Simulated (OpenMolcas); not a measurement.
IF: single-point calculation

- system: IF (iodine monofluoride), SMILES FI
- method: HCTH407/ANO-RCC-VDZ, RKS, DKH8 (OpenMolcas 26.06)

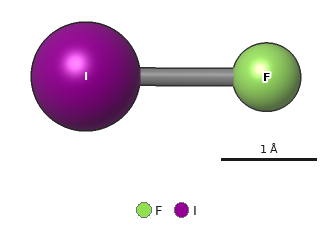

Fig. 1: The structure as given in the input (ball-and-stick view, seen on its broad side).

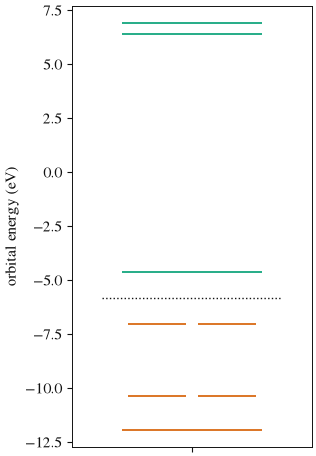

Fig. 2: Orbital energies near the frontier; the dotted line parts filled from empty levels, and levels within 0.02 eV of each other stand side by side. Highest filled −7.07 eV, lowest empty −4.66 eV, 2.41 eV apart.

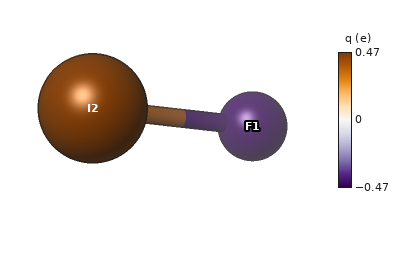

Fig. 3: Mulliken charges, as the colour of each atom (ball-and-stick view, seen at a tilt; atoms are numbered from 1 in the order of the input). By element: F −0.45 and I +0.45 e.

The input and output of the run follow.

### Input
```
&gateway
  coord
  2
  angstrom
  F        0.000000       0.000000       0.000000
  I        0.000000       0.000000       1.909759
  basis=ANO-RCC-VDZ
  group=NoSym

&seward
  relativistic=R08O02
  expert

&scf
  ksdft=GGA_XC_HCTH_407
  prorbitals=0
```

Run as:
```bash
export MOLCAS_MEM=1860
pymolcas job.input > job.log
```

### Output
```
--- Start Module: gateway ---

                                              &GATEWAY

                       available to each process: 1.9 GB of memory, 1 thread

++    Symmetry information:
      ---------------------

                    Character Table for C1

                             E
                    a        1  x, y, xy, Rz, z, xz, Ry, yz, Rx, I
--

++    Basis set information:
      ----------------------

      Basis set label: F.ANO-RCC...3S2P.

      Electronic valence basis set:
      ------------------
      Associated Effective Charge   9.000000 au
      Associated Actual Charge      9.000000 au
      Nuclear Model: Point charge

      Shell  nPrim  nBasis  Cartesian Spherical Contaminant
         s      14       3        X
         p       9       2        X

      Basis set label: I.ANO-RCC...6S5P2D.

      Electronic valence basis set:
      ------------------
      Associated Effective Charge  53.000000 au
      Associated Actual Charge     53.000000 au
      Nuclear Model: Point charge

      Shell  nPrim  nBasis  Cartesian Spherical Contaminant
         s      22       6        X
         p      19       5        X
         d      13       2                 X
--

++    Molecular structure info:
      -------------------------

                    ************************************************
                    **** Cartesian Coordinates / bohr, angstrom ****
                    ************************************************

     Center  Label                x              y              z                     x              y              z
        1      F1               0.000000       0.000000       0.000000              0.000000       0.000000       0.000000
        2      I2               0.000000       0.000000       3.608921              0.000000       0.000000       1.909759
--

            Nuclear Potential Energy            132.17245183 au

--- Stop Module: gateway /rc=_RC_ALL_IS_WELL_ ---

--- Start Module: seward ---

                                              &SEWARD

                       available to each process: 1.9 GB of memory, 1 thread

 ###############################################################################
 ###    WARNING:  EXPERT option is ON!                                       ###
 ###############################################################################
               SEWARD will generate:
                  Multipole Moment integrals up to order  2
                  Kinetic Energy integrals
                  Nuclear Attraction integrals (point charge)
                  One-Electron Hamiltonian integrals
                  Velocity integrals
                  Relativistic Douglas-Kroll-Hess integrals:
                    - Parametrization         : OPT
                    - DKH order of Hamiltonian: 8
                    - DKH order of Properties : 2
                         - multipole moment operators
                         - electric potential operators
                         - contact operators
                  Orbital angular momentum around (  0.0000   0.0000   3.1390 )
                  Velocity quadrupole around (  0.0000   0.0000   3.1390 )
                  Atomic mean-field integrals
                  Two-Electron Repulsion integrals

                   Integrals are discarded if absolute value <: 1.00E-14
                   Integral cutoff threshold is set to       <: 1.00E-16

            Nuclear Potential Energy            132.17245183 au

      Basis set specifications :
      Symmetry species         a
      Basis functions           40

--- Stop Module: seward /rc=_RC_ALL_IS_WELL_ ---
--- Module seward spent 5 seconds ---

--- Start Module: scf ---

                                                &SCF

                       available to each process: 1.9 GB of memory, 1 thread

 ###############################################################################
 ###     Minimized-density-differences option turned off!                    ###
 ###############################################################################
++    Input section:
      --------------

      Header of the integral files:

      Cartesian coordinates in angstrom:
      -----------------------------------------------------
      No.  Label        X            Y            Z
      -----------------------------------------------------
       1   F1         0.00000000   0.00000000   0.00000000
       2   I2         0.00000000   0.00000000   1.90975900
      -----------------------------------------------------
      Nuclear repulsion energy =  132.17245183
--

++    Orbital specifications:
      -----------------------

      Symmetry species               1
                                     a
      Frozen orbitals                0
      Occupied orbitals             31
      Secondary orbitals             9
      Deleted orbitals               0
      Total number of orbitals      40
      Number of basis functions     40
--

      Molecular charge                           0.000

      Numerical integration parameters
      --------------------------------
      Radial quadrature type:                         MHL
      Size of radial grid:                            75
      Lebedev angular grid:                           29
      Angular grid pruned with the crowding factor:  3.00E+00
                                 and fading factor:  6.00E+00
      Screening threshold for integral computation:   1.00E-11
      Radial quadrature accuracy:                     1.00E-25
      Maximum batch size:                             128
      AO values are stored on disk
      The same grid will be used for all iterations.

      DFT functional specifications
      -----------------------------
      Using Libxc version: 6.2.2
      Please cite the following reference:
      S. Lehtola, C. Steigemann, M. J.T. Oliveira, and M. A.L. Marques.,  SoftwareX 7, 1–5 (2018) doi:10.1016/j.softx.2017.11.002

      * HCTH/407

++    Optimization specifications:
      ----------------------------

      SCF Algorithm: Conventional
      D(i)-D(i-1) density differences are used
      Number of density matrices in core                 5
      Maximum number of NDDO SCF iterations            400
      Maximum number of HF SCF iterations              400
      Threshold for SCF energy change             1.00E-09
      Threshold for density matrix                1.00E-04
      Threshold for Fock matrix                   1.50E-04
      Threshold for linear dependence             1.00E-09
      Threshold at which DIIS is turned on        1.50E-01
      Maximum depth in the DIIS procedure                5
      Maximum depth in the BFGS Hessian update          30
      Threshold at which QNR/C2DIIS is turned on  7.50E-02
      Threshold for Norm(delta) (QNR/C2DIIS)      1.00E-03
      All orbitals punched on: SCFORB
--

      Input vectors read from INPORB
      Orbital file label: *Guess orbitals

++ Convergence information
                                   [...]      iterations: Energy and convergence statistics

Iter     Tot. [...]      One-elec.       Two-elec.     Energy      Max Dij or  Max Fij      DNorm      TNorm      AccCon     Time
         Energy          Energy          Energy        Change      Delta Norm                                                in Sec.

 The total and one-electron energies are shifted by a value of      7000. a.u.

   1  -219.335485629 -3348.318885893  2996.810948437   0.00E+00    9.22E-01*   1.17E-01*    1.12E+01   6.56E+02   None         0.
   2  -218.666595469 -3364.366219519  3013.527172223   6.69E-01*   3.48E-01*   7.85E-02*    2.90E+00   6.58E+02   EDIIS        0.
   3  -219.414079617 -3359.017243410  3007.430711966  -7.47E-01*   2.21E-01*   5.96E-02*    1.06E+00   6.57E+02   EDIIS        0.
   4  -219.436537308 -3354.586931771  3002.977942636  -2.25E-02*   4.11E-02*   2.79E-02*    5.19E-01   6.56E+02   EDIIS        0.
   5  -219.462838597 -3354.612200255  3002.976909831  -2.63E-02*   2.54E-02*   5.57E-03*    1.98E-01   6.56E+02   c2DIIS       0.
   6  -219.464391210 -3355.888340155  3004.251497118  -1.55E-03*   2.93E-02*   6.77E-03*    8.97E-02   6.56E+02   QNRc2DIIS    0.
   7  -219.463654559 -3354.812169469  3003.176063083   7.37E-04*   1.92E-02*   1.67E-02*    1.19E-01   6.56E+02   QNRc2DIIS    0.
   8  -219.464581850 -3355.061416238  3003.424382560  -9.27E-04*   3.68E-03*   1.95E-03*    7.81E-02   6.56E+02   QNRc2DIIS    0.
   9  -219.464619359 -3355.321738786  3003.684667600  -3.75E-05*   7.24E-05    5.45E-05     1.71E-02   6.56E+02   QNRc2DIIS    0.
  10  -219.464619375 -3355.321561356  3003.684490154  -1.62E-08*   6.32E-05    2.71E-05     3.50E-04   6.56E+02   QNRc2DIIS    0.
  11  -219.464619378 -3355.322320325  3003.685249119  -3.14E-09*   1.46E-05    7.69E-06     3.15E-04   6.56E+02   QNRc2DIIS    0.
  12  -219.464619379 -3355.322216721  3003.685145515  -2.57E-10    2.57E-07    1.38E-07     7.31E-05   6.56E+02   QNRc2DIIS    0.

       Convergence after  12 Iterations
--

 *****************************************************************************************************************************
 *                                             SCF/KS-DFT Program, Final results                                             *
 *                                                       Final Results                                                       *
 *****************************************************************************************************************************

::    Total KS-DFT energy                           -7219.4646193787
      One-electron energy                          -10355.3222167212
      Two-electron energy                            3003.6851455150
      Nuclear repulsion energy                        132.1724518274
      Kinetic energy (interpolated)                  8458.6993706133
      Virial theorem                                    0.8534958276
      Total spin, S(S+1)                                0.0000000000
      Total spin, S                                     0.0000000000
      Max non-diagonal density matrix element           0.0000002563
      Max non-diagonal Fock matrix element              0.0000000638

      No orbitals printed

++    Molecular charges:
      ------------------

      Mulliken charges per centre
      ---------------------------

                F1      I2
      Total    9.4484 52.5516

      N-E     -0.4484  0.4484

      Total electronic charge=   62.000000

      Total            charge=   -0.000000
--

++    Static properties:
      ------------------

      LoProp Charges per center

                   F1       I2
      Nuclear      9.0000  53.0000
      Electronic  -9.4259 -52.5741

      Total       -0.4259   0.4259
--

++    Natural Bond Order analysis
      ---------------------------
      Based on LoProp computed density
      -------------------------------------------------------------------------------------
      Atom A       Atom B       Bond Order
        F1           I2             0.728
      -------------------------------------------------------------------------------------
      NBO located      1.457 electrons involved in    1 bonds.
      NBO located      1.000 non-bonded electrons on atom F1
      NBO located      0.964 non-bonded electrons on atom F1
      NBO located      0.978 non-bonded electrons on atom F1
      NBO located      0.978 non-bonded electrons on atom F1
      NBO located      0.983 non-bonded electrons on atom I2
      NBO located      0.983 non-bonded electrons on atom I2
      NBO located      0.998 non-bonded electrons on atom I2
      NBO located      0.998 non-bonded electrons on atom I2
      NBO located      0.999 non-bonded electrons on atom I2
      NBO located      1.000 non-bonded electrons on atom I2
      NBO located      1.000 non-bonded electrons on atom I2
      NBO located      1.000 non-bonded electrons on atom I2
      NBO located      1.000 non-bonded electrons on atom I2
      NBO located      1.000 non-bonded electrons on atom I2
      NBO located      1.000 non-bonded electrons on atom I2
      NBO located      1.000 non-bonded electrons on atom I2
      NBO located      1.000 non-bonded electrons on atom I2
      NBO located      1.000 non-bonded electrons on atom I2
      NBO located      1.000 non-bonded electrons on atom I2
      NBO located      1.000 non-bonded electrons on atom I2
      NBO located      1.000 non-bonded electrons on atom I2
      NBO located      1.000 non-bonded electrons on atom I2
      NBO located      1.000 non-bonded electrons on atom I2
      NBO located      1.000 non-bonded electrons on atom I2
      NBO located      1.000 non-bonded electrons on atom I2
      NBO located      1.000 non-bonded electrons on atom I2
      NBO located      1.000 non-bonded electrons on atom I2
      NBO located      1.000 non-bonded electrons on atom I2
      NBO located      1.000 non-bonded electrons on atom I2
      The remaining    0.603 electrons are to be considered as diffuse
--

++    Molecular properties:
      ---------------------

      Charge (e):
                      =   -0.0000
      Dipole Moment (debye):
      Origin of the operator (angstrom)=    0.0000    0.0000    1.6611
                   X=  1.2227E-11               Y=  8.1751E-12               Z=  2.6849E+00           Total=  2.6849E+00
      Quadrupole Moment (debye*angstrom):
      Origin of the operator (angstrom)=    0.0000    0.0000    1.6611
                  XX= -3.2505E+01              XY= -3.4266E-11              XZ= -1.5109E-11              YY= -3.2505E+01
                  YZ= -4.4676E-11              ZZ= -3.3406E+01
      In traceless form (debye*angstrom)
                  XX=  4.5061E-01              XY= -5.1399E-11              XZ= -2.2664E-11              YY=  4.5061E-01
                  YZ= -6.7014E-11              ZZ= -9.0122E-01
--

--- Stop Module: scf /rc=_RC_ALL_IS_WELL_ ---
--- Module scf spent 2 seconds ---

.##################.
.# Happy landing! #.
.##################.

    Timing: Wall=8.70 User=7.46 System=1.18
```

### Key numbers

| quantity | value |
| --- | --- |
| outcome | converged |
| total energy | −7219.464619 hartree |
| basis functions | 40 |
| HOMO | −7.07 eV |
| LUMO | −4.66 eV |
| dipole moment | 2.68 debye |
| hardware | 1 thread of Arm Neoverse N1, 54 GiB of memory available, shared host |
| wall time | 9.3 s |
| peak memory | 0.39 GiB |
